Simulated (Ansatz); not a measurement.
**CH6OSiZn: small, medium and large basis sets**

Aim: see how fast density functionals converge with the basis set for CH6OSiZn.

Method: one geometry, several basis sets; program: Ansatz 0.2.0, Gaussian basis.

Levels to be run: PBE0-D4/def2-SVP; ωB97M-V/def2-SVP; PBE0-D4/def2-QZVPP; ωB97M-V/def2-QZVPP; the functionals' def2-TZVPP values are taken from earlier runs.

### 1 The geometry

An earlier PBE0-D4 in a triple-zeta def2 set relaxation fixed the geometry.

SMILES `C[SiH2][O][ZnH]`, 10 atoms, charge 0, spin multiplicity 1.

Atoms are counted from 1 here; the program's logs count them from 0.

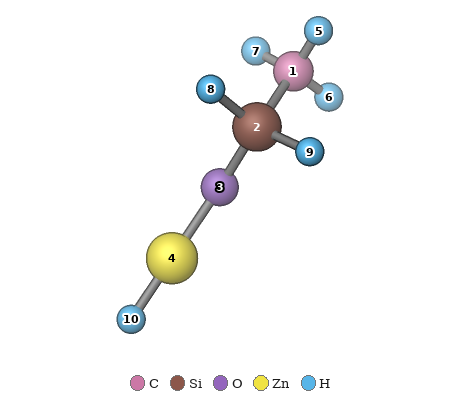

The geometry (carbon pink, silicon brown, oxygen purple, zinc yellow, hydrogen blue); atoms are numbered from 1 in the order of the file.

### 2 PBE0-D4 in def2-SVP

Input file in.yaml:

```yaml
crystal:
  periodic: [false, false, false]
  atoms:
    - {symbol: C, position_ang: [-1.737397, 0.349761, -0.146755]}
    - {symbol: Si, position_ang: [-0.152830, -0.408673, 0.472013]}
    - {symbol: O, position_ang: [1.119758, 0.202846, -0.329259]}
    - {symbol: Zn, position_ang: [2.865364, 0.178031, -0.579158]}
    - {symbol: H, position_ang: [-2.594481, -0.062140, 0.393620]}
    - {symbol: H, position_ang: [-1.733436, 1.432981, -0.003292]}
    - {symbol: H, position_ang: [-1.877018, 0.147046, -1.211285]}
    - {symbol: H, position_ang: [-0.218458, -1.893035, 0.300996]}
    - {symbol: H, position_ang: [-0.024466, -0.146711, 1.938574]}
    - {symbol: H, position_ang: [4.352954, 0.199894, -0.835454]}
basis:
  gaussian: {orbitals: def2-SVP}
hamiltonian: {xc: pbe0, dispersion: d4}
output: {orbitals: {seedname: orbitals}}
```

Started as:

```bash
$ ansatz run in.yaml --threads 2 --pin off --events-out ev --progress --plain --max-ram 32768MiB --backend cpu
```

After this run come: ωB97M-V in def2-SVP; PBE0-D4 in def2-QZVPP; ωB97M-V in def2-QZVPP.

**Question.** What will the summary of the whole plan be? Wanted: PBE0-D4: double and triple zeta above quadruple; ωB97M-V: double and triple zeta above quadruple.

**Answer**, as computed:

```
                                       quantity           value
PBE0-D4: double and triple zeta above quadruple  15.42, 1.68 eV
ωB97M-V: double and triple zeta above quadruple  15.51, 1.61 eV
```

For PBE0-D4 the step from double to triple zeta gains 13.74 eV and the next only 1.68 eV. These are total energies; as a rule much of such shifts cancels in differences, which this series doesn't test. The LUMO of ωB97M-V is positive and keeps falling with the basis (1.47 to 0.62 eV): an unbound level that the basis holds in place.
